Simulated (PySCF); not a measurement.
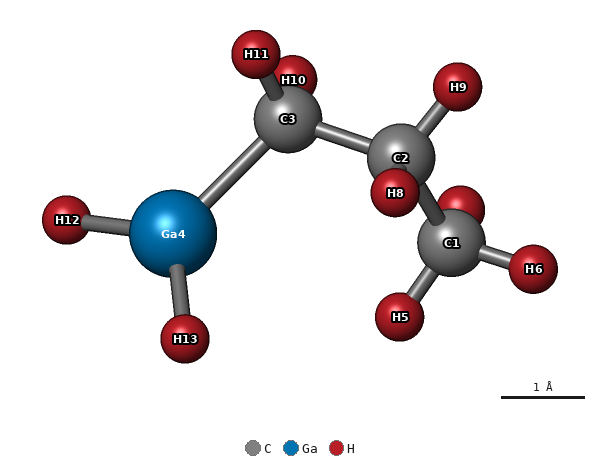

**Figure 1.** The structure as given in the input (ball-and-stick view, seen at a tilt; atoms are numbered from 1 in the order of the input). Sticks mark near contacts. Bond lengths as drawn: C–C 1.52 to 1.53 Å, C–Ga 1.98 Å, C–H 1.10 to 1.11 Å and Ga–H 1.58 Å.

# C3H9Ga: one change and its effect

System: C3H9Ga, SMILES CC[CH2][GaH2].
Method of the first run: TDDFT B3LYP/def2-SVPD, vertical, gas phase, core orbitals frozen in the response (PySCF 2.14.0).

The geometry comes from this level: PBE0-D3(BJ)/def2-SVP. Text and figures count atoms from 1; the logs count them from 0 in places.

### Input, the first run
```
{"job": {"kind": "uv", "xc": "B3LYP", "basis": "def2-SVPD", "ip": true}, "charge": 0, "multiplicity": 1}
C     -1.350168     0.280046    -1.014408
C     -0.849230    -0.335003     0.283432
C      0.605197    -0.790916     0.202174
Ga     1.923846     0.650327    -0.102505
H     -0.760288     1.173574    -1.286021
H     -2.402186     0.595928    -0.942834
H     -1.272410    -0.433742    -1.850879
H     -0.963364     0.400098     1.099181
H     -1.500198    -1.185792     0.554009
H      0.734231    -1.567318    -0.572756
H      0.916426    -1.275498     1.147927
H      3.352459     0.336078    -0.690746
H      1.572148     2.135314     0.301705
```

The first line tells a small driver script what to run in PySCF; the rest is the geometry in Å.

Command:
```bash
OMP_NUM_THREADS=1 python <driver script> task.json out
```

Hardware: 1 CPU thread, shared host.

### Output (the first run)
```
coarse grid: 45208 points
cycle   1  E = -2044.2212646468  dE = -4.819e-01  |g| = 6.559e-01  |ddm| = 4.315e+00
cycle   2  E = -2044.1517907367  dE =  6.947e-02  |g| = 8.964e-01  |ddm| = 1.686e+00
cycle   3  E = -2044.2970872378  dE = -1.453e-01  |g| = 5.067e-02  |ddm| = 1.075e+00
cycle   4  E = -2044.2976995118  dE = -6.123e-04  |g| = 2.897e-02  |ddm| = 1.089e-01
cycle   5  E = -2044.2978898340  dE = -1.903e-04  |g| = 4.024e-03  |ddm| = 3.339e-02
cycle   6  E = -2044.2978937758  dE = -3.942e-06  |g| = 9.556e-04  |ddm| = 7.618e-03
final grid: 95264 points
cycle   7  E = -2044.2978441317  dE = -6.063e-08  |g| = 1.093e-03  |ddm| = 9.550e-03
cycle   8  E = -2044.2978440024  dE =  1.293e-07  |g| = 1.318e-03  |ddm| = 3.157e-03
cycle   9  E = -2044.2978444330  dE = -4.306e-07  |g| = 9.691e-05  |ddm| = 1.622e-03
cycle  10  E = -2044.2978444356  dE = -2.627e-09  |g| = 1.698e-05  |ddm| = 1.654e-04
cycle  11  E = -2044.2978444357  dE = -8.504e-11  |g| = 3.628e-06  |ddm| = 2.771e-05
converged SCF energy = -2044.2978444357

Static polarisability (au): isotropic 69.677, principal 59.474 68.087 81.469

Singlet excitations
state   eV       nm        f      main configurations
  1   4.5454    272.8   0.00126   H->L 1.00
  2   5.2007    238.4   0.00012   H-1->L 1.00
  3   6.6852    185.5   0.00660   H->L+1 0.94
  4   6.7216    184.5   0.00049   H-2->L 0.95
  5   6.9191    179.2   0.00038   H-3->L 0.96
  6   7.2602    170.8   0.15230   H->L+2 0.78, H-4->L 0.14
  7   7.4122    167.3   0.07333   H-4->L 0.83, H->L+2 0.12
  8   7.4505    166.4   0.06735   H-1->L+1 0.96
  9   7.5573    164.1   0.00181   H->L+3 0.95
 10   7.6952    161.1   0.06831   H->L+4 0.83, H->L+5 0.09

Triplet excitations (Tamm-Dancoff, eV): 4.2382 4.7535 6.3598 6.6337
Vertical ionisation energy (delta-SCF) = 9.5334 eV
Vertical electron affinity (delta-SCF) = -0.2269 eV
```

For the second run the input was changed thus:
```diff
-"xc": "B3LYP"
+"xc": "CAM-B3LYP"
```

How does the second run compare with the first run?

The total energies belong to different methods, so their difference says nothing on which is more stable or more accurate. The HOMO goes from −7.32 to −8.85 eV. The LUMO goes from −1.65 to −0.48 eV. The dipole moment goes from 0.92 to 0.87 D. The lowest excitation goes from 4.55 to 4.79 eV. The strongest computed line goes from 7.26 to 7.78 eV. The functional changes from B3LYP to CAM-B3LYP. The SCF takes 10 iterations against 11.

### Output (the second run)
```
coarse grid: 45208 points
cycle   1  E = -2044.2356730346  dE = -4.159e-01  |g| = 5.331e-01  |ddm| = 4.192e+00
cycle   2  E = -2044.2344666608  dE =  1.206e-03  |g| = 5.895e-01  |ddm| = 1.113e+00
cycle   3  E = -2044.2808708660  dE = -4.640e-02  |g| = 2.543e-02  |ddm| = 6.179e-01
cycle   4  E = -2044.2809906752  dE = -1.198e-04  |g| = 1.318e-02  |ddm| = 6.676e-02
cycle   5  E = -2044.2810348214  dE = -4.415e-05  |g| = 2.531e-03  |ddm| = 1.995e-02
cycle   6  E = -2044.2810364715  dE = -1.650e-06  |g| = 5.218e-04  |ddm| = 4.780e-03
final grid: 95264 points
cycle   7  E = -2044.2810105545  dE = -7.410e-08  |g| = 4.778e-04  |ddm| = 4.765e-03
cycle   8  E = -2044.2810105571  dE = -2.619e-09  |g| = 5.021e-04  |ddm| = 1.214e-03
cycle   9  E = -2044.2810106019  dE = -4.481e-08  |g| = 3.332e-05  |ddm| = 5.114e-04
cycle  10  E = -2044.2810106021  dE = -2.356e-10  |g| = 8.729e-06  |ddm| = 6.543e-05
converged SCF energy = -2044.2810106021

Static polarisability (au): isotropic 68.367, principal 58.815 66.999 79.286

Singlet excitations
state   eV       nm        f      main configurations
  1   4.7872    259.0   0.00164   H->L 0.97
  2   5.3438    232.0   0.00013   H-1->L 0.99
  3   7.0828    175.0   0.01726   H->L+1 0.78, H->L+2 0.18
  4   7.5178    164.9   0.00535   H-2->L 0.87
  5   7.6641    161.8   0.03827   H-3->L 0.69, H->L+2 0.14
  6   7.7814    159.3   0.18025   H->L+2 0.38, H-3->L 0.27, H->L+3 0.14
  7   7.9091    156.8   0.15124   H-1->L+1 0.87
  8   8.0219    154.6   0.00819   H->L+3 0.63, H->L+2 0.12
  9   8.1047    153.0   0.06697   H->L+4 0.43, H-1->L+2 0.17, H->L+5 0.15
 10   8.1955    151.3   0.03457   H-1->L+2 0.59, H->L+4 0.11

Triplet excitations (Tamm-Dancoff, eV): 4.4473 4.8560 6.6490 7.1046
Vertical ionisation energy (delta-SCF) = 9.6803 eV
Vertical electron affinity (delta-SCF) = -0.2739 eV
```

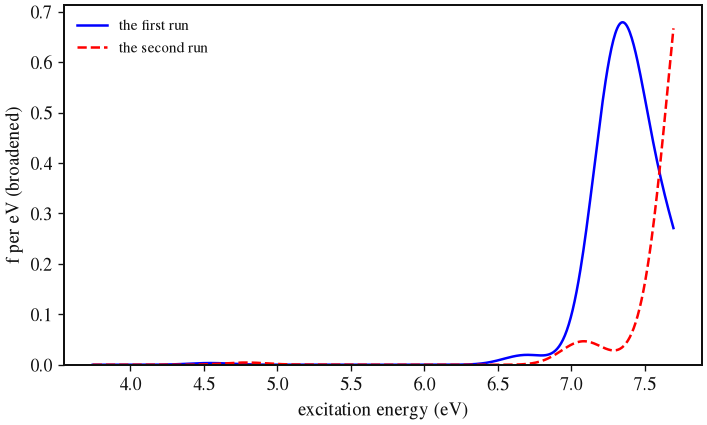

**Figure 2.** Absorption of the two runs from their computed states, each broadened by a Gaussian of 0.35 eV full width; the range ends where the shorter list of states ends.

### The two runs side by side

```csv
quantity,the first run,the second run
outcome,converged,converged
total energy (hartree),−2044.297844,−2044.281011
HOMO (eV),−7.32,−8.85
LUMO (eV),−1.65,−0.48
dipole moment (D),0.92,0.87
lowest excitation (eV),4.55,4.79
SCF iterations,11,10
strongest computed line (eV),7.26,7.78
basis functions,170,170
wall time (shared host),1.7 min,97 s
```

For both runs: Spin–orbit coupling is left out, which matters for the heavy atoms.
